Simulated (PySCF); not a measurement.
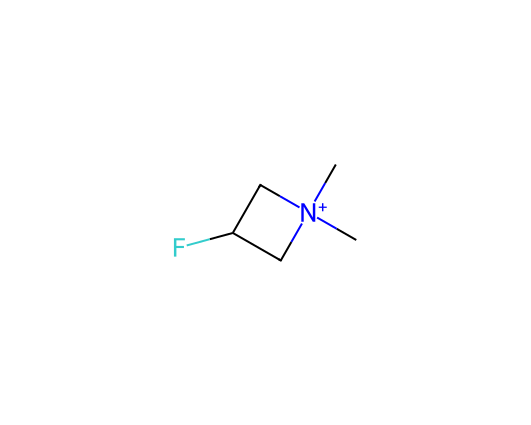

State: charge +1, singlet. The computed structure is the end point of a GFN2-xTB optimisation. No frequency run is at hand to confirm it as a minimum. Properties computed with PBE0/pcSseg-1, gas phase (PySCF 2.14.0).

### Give the HOMO energy (Kohn–Sham orbital) at this level.

−14.13 eV.

### What is the LUMO energy (Kohn–Sham orbital)?

−3.72 eV.
